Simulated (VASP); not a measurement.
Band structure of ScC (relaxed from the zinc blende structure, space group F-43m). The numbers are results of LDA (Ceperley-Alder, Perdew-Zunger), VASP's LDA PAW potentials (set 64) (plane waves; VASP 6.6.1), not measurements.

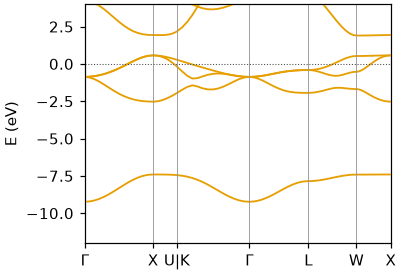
Fig. 1. Bands along high-symmetry lines, zero at the valence-band maximum or, without a gap, the Fermi level

**Question.** Read the plot: is there a gap, and where are the band edges?

**Answer.** It has no gap at this level: it comes out as a metal or semimetal. (Edges off the drawn lines would not show.)

The structure was generated: ScC was put into the zinc blende type (F-43m), which need not be its known phase. It was relaxed first, which changed the volume by -33 %. The electron count is odd and the run is not spin-polarised, which forces a metal.
